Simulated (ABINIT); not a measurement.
# Quasiparticle gap of BP (F-43m) in ABINIT, part 2 of 3

Wanted: ground state, empty states, screening and self-energy for BP (F-43m).

ABINIT 10.8.3; LDA and many-body steps on it, plane waves. Known limits of the many-body steps: not at the basis limit.

So far. Step 2 (Ground state): The gap is indirect, with the least direct gap 2.16 eV higher.

## 3. Bands along the symmetry lines

Level of this step: DFT, LDA, plane waves, norm-conserving pseudopotentials (ABINIT).

Levels along a band path, at the cheap level, show where the edges lie and whether the meshes to come will hold them.

run.abi reads:

```
acell 3*1.0 Angstrom
rprim 
  0.000000000000 2.269000000000 2.269000000000
  2.269000000000 0.000000000000 2.269000000000
  2.269000000000 2.269000000000 0.000000000000
ntypat 2
znucl 5 15
natom 2
typat 1 2
xred 
  0.000000000000 0.000000000000 0.000000000000
  0.250000000000 0.250000000000 0.250000000000
pp_dirpath "pseudos"
pseudos "B.upf, P.upf"
ecut 34
iscf -2
irdden 1
kptopt 0
nkpt 50
kpt 
  0.00000000 0.00000000 0.00000000
  -0.06250000 -0.06250000 0.00000000
  -0.12500000 -0.12500000 0.00000000
  -0.18750000 -0.18750000 0.00000000
  -0.25000000 -0.25000000 0.00000000
  -0.31250000 -0.31250000 0.00000000
  -0.37500000 -0.37500000 0.00000000
  -0.43750000 -0.43750000 0.00000000
  -0.50000000 -0.50000000 0.00000000
  -0.48437500 -0.48437500 0.03125000
  -0.46875000 -0.46875000 0.06250000
  -0.45312500 -0.45312500 0.09375000
  -0.43750000 -0.43750000 0.12500000
  -0.42187500 -0.42187500 0.15625000
  -0.40625000 -0.40625000 0.18750000
  -0.39062500 -0.39062500 0.21875000
  -0.37500000 -0.37500000 0.25000000
  -0.37500000 0.00000000 0.37500000
  -0.32812500 0.00000000 0.32812500
  -0.28125000 0.00000000 0.28125000
  -0.23437500 0.00000000 0.23437500
  -0.18750000 0.00000000 0.18750000
  -0.14062500 0.00000000 0.14062500
  -0.09375000 0.00000000 0.09375000
  -0.04687500 0.00000000 0.04687500
  0.00000000 0.00000000 0.00000000
  0.00000000 0.00000000 0.06250000
  0.00000000 0.00000000 0.12500000
  0.00000000 0.00000000 0.18750000
  0.00000000 0.00000000 0.25000000
  0.00000000 0.00000000 0.31250000
  0.00000000 0.00000000 0.37500000
  0.00000000 0.00000000 0.43750000
  0.00000000 0.00000000 0.50000000
  -0.06250000 -0.03125000 0.46875000
  -0.12500000 -0.06250000 0.43750000
  -0.18750000 -0.09375000 0.40625000
  -0.25000000 -0.12500000 0.37500000
  -0.31250000 -0.15625000 0.34375000
  -0.37500000 -0.18750000 0.31250000
  -0.43750000 -0.21875000 0.28125000
  -0.50000000 -0.25000000 0.25000000
  -0.50000000 -0.28125000 0.21875000
  -0.50000000 -0.31250000 0.18750000
  -0.50000000 -0.34375000 0.15625000
  -0.50000000 -0.37500000 0.12500000
  -0.50000000 -0.40625000 0.09375000
  -0.50000000 -0.43750000 0.06250000
  -0.50000000 -0.46875000 0.03125000
  -0.50000000 -0.50000000 0.00000000
istwfk *1
nband 14
nbdbuf 5
tolwfr 1e-07
nstep 50
prtwf 0
prtvol 0
indata_prefix "in"
outdata_prefix "out"
tmpdata_prefix "tmp"
```

Started as:

```sh
$ OMP_NUM_THREADS=1 mpirun -n 4 abinit run.abi > log
```

Numbers of over 12 decimals in the logs are rounded to 6 here.

Log:

```text
.Version 10.8.3 of ABINIT. v10.8.2 released Aug 2026.

 Symmetries : space group F-4 3 m (#216); Bravais cF (face-center cubic)
[... echo of the input left out ...]
== DATASET  1 ==================================================================
-   mpi_nproc: 4, omp_nthreads: 1 (-1 if OMP is not activated)

--- !DatasetInfo
iteration_state: {dtset: 1, }
dimensions: {natom: 2, nkpt: 50, mband: 14, nsppol: 1, nspinor: 1, nspden: 1, mpw: 1524, }
cutoff_energies: {ecut:  34.0, pawecutdg:  -1.0, }
electrons: {nelect:   8.00000000E+00, charge:   0.00000000E+00, occopt:   1.00000000E+00, tsmear:   1.00000000E-02, }

 Real(R)+Recip(G) space primitive vectors, cartesian coordinates (Bohr,Bohr^-1):
 R(1)=  0.0000000  4.2877886  4.2877886  G(1)= -0.1166102  0.1166102  0.1166102
 R(2)=  4.2877886  0.0000000  4.2877886  G(2)=  0.1166102 -0.1166102  0.1166102
 R(3)=  4.2877886  4.2877886  0.0000000  G(3)=  0.1166102  0.1166102 -0.1166102
 Unit cell volume ucvol=  1.5766311E+02 bohr^3
 Angles (23,13,12)=  6.00000000E+01  6.00000000E+01  6.00000000E+01 degrees

 getcut: wavevector=  0.0000  0.0000  0.0000  ngfft=  32  32  32
         ecut(hartree)=     34.000   => boxcut(ratio)=   2.01047

--- Pseudopotential description ------------------------------------------------
- B Generated using ONCVPSP code by D. R. Hamann
-  5.00000   3.00000  180309                  znucl, zion, pspdat
12 -1012 1 -1 1498                            pspcod,pspxc,lmax,lloc,mmax
     nproj     2     2     0
  pspatm : epsatm=    3.19369156
         --- l  ekb(1:nproj) -->
             0    8.437831    1.245441
             1   -3.670611   -0.766497
 pspatm: atomic psp has been read  and splines computed

- P Generated using ONCVPSP code by D. R. Hamann
- 15.00000   5.00000  180309                  znucl, zion, pspdat
12 -1012 2 -1 1298                            pspcod,pspxc,lmax,lloc,mmax
     nproj     2     2     2
  pspatm : epsatm=    7.03163270
         --- l  ekb(1:nproj) -->
             0    6.795192    1.078292
[...]
pspatm: atomic psp has been read  and splines computed

--------------------------------------------------------------------------------

================================================================================
 prteigrs : about to open file out_EIG
 Non-SCF case, kpt    1 (  0.00000  0.00000  0.00000), residuals and eigenvalues=
  2.33E-08  4.99E-08  9.13E-08  3.15E-08  3.07E-08  4.41E-08  3.36E-08  8.24E-09
  6.34E-08  3.30E-08  2.98E-08  4.12E-08  5.79E-08  6.34E-08
 -2.9912E-01  2.6676E-01  2.6676E-01  2.6676E-01  3.9121E-01  3.9121E-01
  3.9121E-01  5.3650E-01  6.8092E-01  7.1072E-01  7.1072E-01  8.3855E-01
  8.3855E-01  8.3855E-01
 Non-SCF case, kpt    2 ( -0.06250 -0.06250  0.00000), residuals and eigenvalues=
  3.66E-08  2.26E-08  1.48E-08  2.64E-08  3.45E-08  3.63E-08  5.93E-08  3.89E-08
[...]
8.4531E-01  8.6524E-01
 Non-SCF case, kpt    3 ( -0.12500 -0.12500  0.00000), residuals and eigenvalues=
  3.59E-08  8.01E-08  4.76E-08  6.79E-08  3.83E-08  3.31E-08  2.86E-08  2.25E-08
[...]
8.6548E-01  9.0484E-01
[...]
Non-SCF case, kpt   49 ( -0.50000 -0.46875  0.03125), residuals and eigenvalues=
[...]
9.5415E-01  1.1045E+00
 Non-SCF case, kpt   50 ( -0.50000 -0.50000  0.00000), residuals and eigenvalues=
[...]
9.3963E-01  1.1007E+00

--- !ResultsGS
iteration_state: {dtset: 1, }
comment   : Summary of ground state results
lattice_vectors:
- [  0.0000000,   4.2877886,   4.2877886, ]
- [  4.2877886,   0.0000000,   4.2877886, ]
- [  4.2877886,   4.2877886,   0.0000000, ]
lattice_lengths: [   6.06385,    6.06385,    6.06385, ]
lattice_angles: [ 60.000,  60.000,  60.000, ] # degrees, (23, 13, 12)
lattice_volume:   1.5766311E+02
convergence: {deltae:  0.000E+00, res2:  0.000E+00, residm:  9.928E-08, diffor:  0.000E+00, }
etotal    :  -9.94533338E+00
entropy   :   0.00000000E+00
fermie    :   2.66764467E-01
cartesian_stress_tensor: null
pressure_GPa: null
xred      :
- [  0.0000E+00,   0.0000E+00,   0.0000E+00,  B]
- [  2.5000E-01,   2.5000E-01,   2.5000E-01,  P]
cartesian_forces: null
force_length_stats: {min: null, max: null, mean: null, }

 Integrated electronic density in atomic spheres:
 ------------------------------------------------
 Atom  Sphere_radius  Integrated_density
[...]
================================================================================

 ----iterations are completed or convergence reached----

 Mean square residual over all n,k,spin=   45.066E-09; max=  99.278E-09
 reduced coordinates (array xred) for    2 atoms
       0.000000000000      0.000000000000      0.000000000000
       0.250000000000      0.250000000000      0.250000000000

 cartesian coordinates (angstrom) at end:
    1      0.000000     0.000000     0.000000
    2      1.134500     1.134500     1.134500
 length scales=  1.889726125908  1.889726125908  1.889726125908 bohr
              =  1.000000000000  1.000000000000  1.000000000000 angstroms
 prteigrs : about to open file out_EIG
 Eigenvalues (hartree) for nkpt=  50  k points:
 kpt#   1, nband= 14, wtk=  1.00000, kpt=  0.0000  0.0000  0.0000 (reduced coord)
[...]
kpt#   2, nband= 14, wtk=  1.00000, kpt= -0.0625 -0.0625  0.0000 (reduced coord)
[...]
kpt#   3, nband= 14, wtk=  1.00000, kpt= -0.1250 -0.1250  0.0000 (reduced coord)
[...]
kpt#  49, nband= 14, wtk=  1.00000, kpt= -0.5000 -0.4687  0.0313 (reduced coord)
  -0.12143   -0.04451    0.11341    0.11349    0.31938    0.32871    0.70084    0.70447
   0.80853    0.86211    0.90769    0.93886    0.95415    1.10453
 kpt#  50, nband= 14, wtk=  1.00000, kpt= -0.5000 -0.5000  0.0000 (reduced coord)
  -0.12178   -0.04508    0.11594    0.11594    0.31518    0.32410    0.70559    0.70559
   0.81688    0.87170    0.92061    0.92061    0.93963    1.10067

== END DATASET(S) ==============================================================
================================================================================

 -outvars: echo values of variables after computation  --------
            nband          14
             nkpt          50
          spgroup         216
 [... the other variables as echoed above ...]

 Calculation completed.
```

Wall time 4 s (4 MPI ranks of Arm Neoverse V1, shared host); peak memory 0.24 GiB.

Numbers from this step:

```yaml
gap: 1.211 eV
k_of_the_valence_top: 0, 0, 0
k_of_the_conduction_bottom: -0.4375, -0.4375, 0
least_direct_gap: 3.386 eV
```

The gap is 1.211 eV, −0.018 eV from the run before at this level.

Electronic bands along the path, in eV, zero at the top of the highest filled band; v1 is the highest filled band, c1 the lowest empty one:

```csv
point,v4,v3,v2,v1,c1,c2,c3,c4
Γ,-15.40,0.00,0.00,0.00,3.39,3.39,3.39,7.34
X,-10.57,-8.49,-4.10,-4.10,1.32,1.56,11.94,11.94
U,-10.56,-8.06,-6.24,-3.49,2.09,5.92,9.63,10.51
jump to K,-10.56,-8.06,-6.24,-3.49,2.09,5.92,9.63,10.51
Γ,-15.40,0.00,0.00,0.00,3.39,3.39,3.39,7.34
L,-12.07,-9.01,-1.75,-1.75,3.77,4.68,4.68,9.94
W,-10.29,-7.94,-5.68,-5.49,5.25,6.67,7.16,7.45
X,-10.57,-8.49,-4.10,-4.10,1.32,1.56,11.94,11.94
```

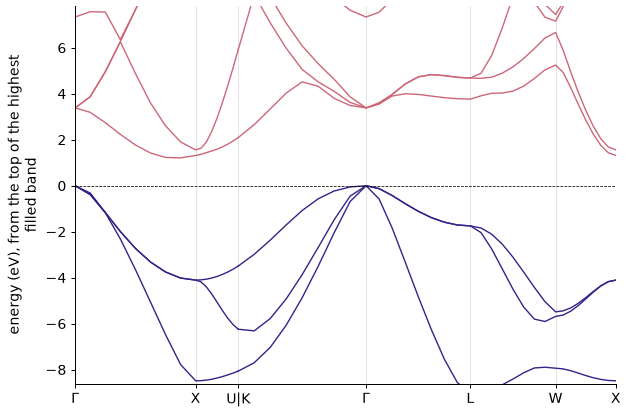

Electronic bands along the path; lines of filled and empty bands in two colours.

## 4. Empty states on the mesh, 6×6×6 mesh, 124 bands

The sums over transitions need many empty states on a uniform mesh; this step solves for them.

run.abi reads:

```
acell 3*1.0 Angstrom
rprim 
  0.000000000000 2.269000000000 2.269000000000
  2.269000000000 0.000000000000 2.269000000000
  2.269000000000 2.269000000000 0.000000000000
ntypat 2
znucl 5 15
natom 2
typat 1 2
xred 
  0.000000000000 0.000000000000 0.000000000000
  0.250000000000 0.250000000000 0.250000000000
pp_dirpath "pseudos"
pseudos "B.upf, P.upf"
ecut 34
ngkpt 6 6 6
nshiftk 1
shiftk 0 0 0
kptopt 1
chksymbreak 0
irdden 1
istwfk *1
nband 124
prtvol 0
optdriver 6
gwr_task "HDIAGO"
paral_kgb 0
occopt 1
indata_prefix "in"
outdata_prefix "out"
tmpdata_prefix "tmp"
```

Log:

```text
[banner, memory and clock lines left out]
.Version 10.8.3 of ABINIT. v10.8.2 released Aug 2026.

 Symmetries : space group F-4 3 m (#216); Bravais cF (face-center cubic)
[... echo of the input left out ...]
== DATASET  1 ==================================================================
-   mpi_nproc: 4, omp_nthreads: 1 (-1 if OMP is not activated)

--- !DatasetInfo
iteration_state: {dtset: 1, }
dimensions: {natom: 2, nkpt: 16, mband: 124, nsppol: 1, nspinor: 1, nspden: 1, mpw: 1524, }
cutoff_energies: {ecut:  34.0, pawecutdg:  -1.0, }
electrons: {nelect:   8.00000000E+00, charge:   0.00000000E+00, occopt:   1.00000000E+00, tsmear:   1.00000000E-02, }

.Using double precision arithmetic; gwpc =  8

- Reading GS density from: in_DEN

--- Pseudopotential description ------------------------------------------------
- B Generated using ONCVPSP code by D. R. Hamann
-  5.00000   3.00000  180309                  znucl, zion, pspdat
12 -1012 1 -1 1498                            pspcod,pspxc,lmax,lloc,mmax
     nproj     2     2     0
  pspatm : epsatm=    3.19369156
         --- l  ekb(1:nproj) -->
             0    8.437831    1.245441
             1   -3.670611   -0.766497
 pspatm: atomic psp has been read  and splines computed

- P Generated using ONCVPSP code by D. R. Hamann
- 15.00000   5.00000  180309                  znucl, zion, pspdat
12 -1012 2 -1 1298                            pspcod,pspxc,lmax,lloc,mmax
     nproj     2     2     2
  pspatm : epsatm=    7.03163270
         --- l  ekb(1:nproj) -->
             0    6.795192    1.078292
             1    3.452929    0.907117
             2   -3.024864   -0.802189
 pspatm: atomic psp has been read  and splines computed

   8.18025940E+01                                ecore*ucvol(ha*bohr**3)

 Total charge density [el/Bohr^3]
)     Maximum=    1.4328E-01  at reduced coord.    0.1563    0.1563    0.5313
)     Minimum=    9.3231E-04  at reduced coord.    0.2500    0.2500    0.2500
   Integrated=    8.0000E+00

 === KS gaps after direct diagonalization ===
 Indirect band gap semiconductor
 Fundamental gap:     1.318 (eV)
   VBM:     7.259 (eV) at k: [ 0.0000E+00,  0.0000E+00,  0.0000E+00]
   CBM:     8.577 (eV) at k: [ 5.0000E-01,  5.0000E-01,  0.0000E+00]
 Direct gap:         3.386 (eV) at k: [ 0.0000E+00,  0.0000E+00,  0.0000E+00]

== END DATASET(S) ==============================================================

 -outvars: echo values of variables after computation  --------
           etotal      0.0000000000E+00
            nband         124
             nkpt          16
          spgroup         216
 [... the other variables as echoed above ...]

 Calculation completed.
```

Elapsed: 14 s, on 4 MPI ranks; peak memory 0.73 GiB; 57 s of CPU time.

Numbers from this step:

```
gap                                                           : 1.318 eV
k of the valence top                                          : 0, 0, 0
k of the conduction bottom                                    : 0.5, 0.5, 0
least direct gap                                              : 3.386 eV
k points computed                                             : 16
lowest point of the top converged band, above the valence top : 146.4513 eV
```

On this mesh the gap is 1.318 eV. The earlier step found 1.229 eV, so this mesh misses an edge.

## 5. Screening, 6×6×6 mesh, 116 bands, screening to 244.9 eV

The RPA dielectric matrix is built and inverted for each q.

This step: RPA screening on LDA, plane waves, norm-conserving pseudopotentials.

Edit run.abi of step 4 so:

```diff
@@ -20,10 +20,11 @@
 chksymbreak 0
-irdden 1
 istwfk *1
-nband 124
-prtvol 0
-optdriver 6
-gwr_task "HDIAGO"
-paral_kgb 0
 occopt 1
+irdwfk 1
+optdriver 3
+nband 116
+ecuteps 9
+inclvkb 2
+awtr 1
+symchi 1
 indata_prefix "in"
```

Log:

```text
.Version 10.8.3 of ABINIT. v10.8.2 released Aug 2026.

 Symmetries : space group F-4 3 m (#216); Bravais cF (face-center cubic)
[... echo of the input left out ...]
== DATASET  1 ==================================================================
-   mpi_nproc: 4, omp_nthreads: 1 (-1 if OMP is not activated)

--- !DatasetInfo
iteration_state: {dtset: 1, }
dimensions: {natom: 2, nkpt: 16, mband: 116, nsppol: 1, nspinor: 1, nspden: 1, mpw: 1524, }
cutoff_energies: {ecut:  34.0, pawecutdg:  -1.0, }
electrons: {nelect:   8.00000000E+00, charge:   0.00000000E+00, occopt:   1.00000000E+00, tsmear:   1.00000000E-02, }

 SCREENING: Calculation of the susceptibility and dielectric matrices

 Based on a program developped by R.W. Godby, V. Olevano, G. Onida, and L. Reining.
 Incorporated in ABINIT by V. Olevano, G.-M. Rignanese, and M. Torrent.
.Using double precision arithmetic ; gwpc =  8

[... cell and pseudopotentials left out ...]
--------------------------------------------------------------------------------

 ==== K-mesh for the wavefunctions ====
 Number of points in the irreducible wedge :    16
[... list of points left out ...]
 Together with 24 symmetry operations and time-reversal symmetry
 yields   216 points in the full Brillouin Zone.

 ==== Q-mesh for the screening function ====
 Number of points in the irreducible wedge :    16
[... list of points left out ...]
 Together with 24 symmetry operations and time-reversal symmetry
 yields   216 points in the full Brillouin Zone.

 setmesh: FFT mesh size selected  =    24x   24x   24
          total number of points  =        13824

 vcoul_init : cutoff-mode = AUXILIARY_FUNCTION
 q-points for optical limit:   1
     1)      0.000010    0.000020    0.000030

- screening: taking advantage of time-reversal symmetry
- Maximum band index for partially occupied states nbvw = 4
- Remaining bands to be divided among processors   nbcw = 112
- Number of bands treated by each node ~28

 Number of electrons calculated from density =    8.0000; Expected =    8.0000
 average of density, n =  0.050741
 r_s =    1.6757
 omega_plasma =   21.7288 [eV]

 calculating chi0 at frequencies [eV] :
  1    0.000000E+00    0.000000E+00
  2    0.000000E+00    2.172879E+01

--------------------------------------------------------------------------------
  q-point number  1        q = ( 0.000000, 0.000000, 0.000000) [r.l.u.]
--------------------------------------------------------------------------------
[... chi0 elements left out ...]
 For q-point:  0.000010 0.000020 0.000030
  dielectric constant =   9.8911
  dielectric constant without local fields =  10.8132

  Average fulfillment of the sum rule on Im[epsilon] for q-point    1 :     92.28  [%]
[... wings left out ...]
  q-point number  2        q = ( 0.166667, 0.000000, 0.000000) [r.l.u.]
--------------------------------------------------------------------------------
[... chi0 elements left out ...]
  Average fulfillment of the sum rule on Im[epsilon] for q-point    2 :     94.97  [%]

 [... 14 further q-points ...]
```

It took 52 s on 4 MPI ranks; peak memory 0.82 GiB; 3.5 min of CPU time.

Numbers from this step:

```
ε∞ with local fields, on this mesh, along the program's q direction : 9.891
the same without local fields                                       : 10.81
plasma frequency                                                    : 21.73 eV
plane waves in the screening matrix                                 : 181
```

Local fields lower ε∞ by 9 %.

[end of part 2 of 3]

[Paths, hosts, dates, memory and timing lines, banners, echoed tables and standing remarks are left out of the program output.]

[Logs are printed without paths, hosts, clocks, repeated set-up lines and the standing remarks that a program may print on its own settings, such as how far it seeks lower states.]

[Runs of the session that timed out or met a known fault of the program may be left out.]

[Hosts, paths, dates, database ids (printed as entryN), source tags and the programs' standing remarks are cut or masked in the printed files.]

[G0W0 gaps are taken among the corrected bands and points alone; a level outside them can change the order at an edge.]

[Where Ansatz stands beside ABINIT at settings called matched, ABINIT's density can come from a denser mesh and the files from another edition; pairs whose starting gaps differed by over 0.03 eV were left out, so agreement reads better than it is.]
